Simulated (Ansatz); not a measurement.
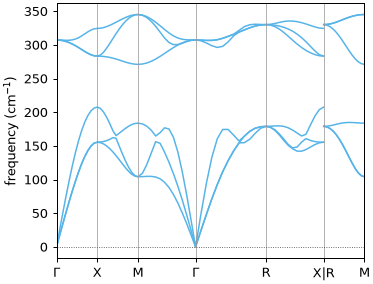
*Phonon dispersion of AlRu (CsCl type, space group No. 221), PBE (plane waves, PAW; program Ansatz); imaginary frequencies are drawn negative*

Problem. Is this phase dynamically stable?

Solution. Yes, on this path no branch is imaginary.

Problem. How high does the spectrum reach?

Solution. About 350 cm⁻¹ (10.3 THz).

Space group Pm-3m (CsCl type). The PBE relaxation kept the symmetry of its start. The run is not spin-polarised. As this level gives no gap, phonon frequencies hold no LO–TO term and depend on the k-mesh and smearing (Fermi–Dirac, 0.1 eV here).

Potentials: the later of the program's two PAW sets.
